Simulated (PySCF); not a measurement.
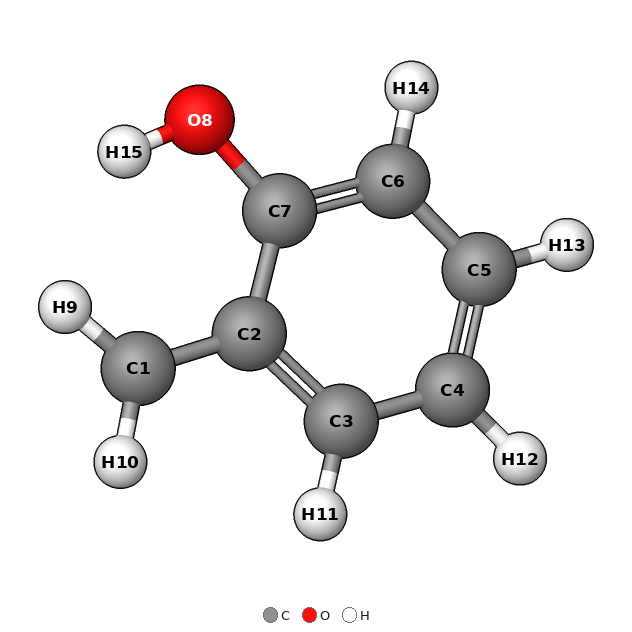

Charge 0, doublet. The computed structure is the end point of a GFN2-xTB optimisation. No frequency run is at hand to confirm it as a minimum. Level of theory: UKS B3LYP, pcH-1 on C H O, non-relativistic (PySCF 2.14.0). Fermi-contact and spin-dipolar terms alone, no spin-orbit part.

> Which nucleus has the largest dipolar (anisotropic) hyperfine coupling?

13C at C1: principal values −55.4, −54.2, 109.6 MHz.

List the isotropic and dipolar parts for the most strongly coupled nuclei, one of each equivalent set.

```
atom  isotope  a_iso (MHz)   dipolar part (MHz)
  C1      13C         57.3  −55.4, −54.2, 109.6
  C5      13C         24.6   −22.2, −20.5, 42.7
  C7      13C         24.7   −20.4, −19.6, 39.9
  C3      13C         22.5   −18.1, −17.8, 35.9
 H10       1H        −43.9    −25.7, −0.6, 26.3
  H9       1H        −43.0    −25.8, −0.4, 26.1
  C2      13C        −39.9     −19.1, 7.5, 11.7
  O8      17O         −5.0      −17.0, 8.2, 8.8
```
